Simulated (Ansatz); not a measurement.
# Ligand exchange: LiCl + MgH(SH) → LiSH + MgHCl

Species: LiCl, singlet; MgH(SH), singlet; LiSH `[Li][SH]`, singlet; MgHCl `[MgH][Cl]`, singlet. The partners trade Cl for SH: Li–Cl and Mg–SH bonds give way to Li–SH and Mg–Cl.

Shapes, held fixed at every level: PBE0-D4/def2-TZVP. Programs: Ansatz 0.2.0. The zero-point and thermal change to 298 K, harmonic and unscaled (PBE0-D4/def2-TZVP), is -0.4 kJ/mol.

```tsv
level	kind	ΔH(298 K) (kJ/mol)	less CCSD(T)/def2-TZVPP
HF/def2-SVP	Hartree–Fock	+9.8	-3.9
SPW92/def2-TZVPP	LDA	+16.4	+2.7
B3LYP-D4/def2-TZVPP	global hybrid	+15.3	+1.6
BHLYP-D4/def2-TZVPP	global hybrid	+15.1	+1.4
wB97M-V/def2-TZVPP	range-separated hybrid	+13.6	-0.1
CCSD(T)/def2-SVP	coupled cluster or CI	+13.3	-0.4
CCSD/def2-SVP	coupled cluster or CI	+12.8	-0.9
CCSD(T)/def2-TZVPP	coupled cluster or CI	+13.7	0.0
```

The highest level, CCSD(T)/def2-TZVPP, gives ΔH(298 K) = +13.7 kJ/mol; the levels span +9.8 to +16.4. The column of differences is taken from that level and isn't an error. No measured value is set beside it here. Correlated rows may include outer-core shells of Li, Mg, which these sets cover unevenly.

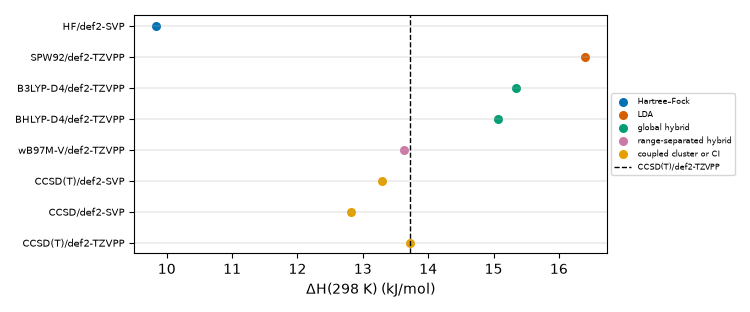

The values of the table, level by level.
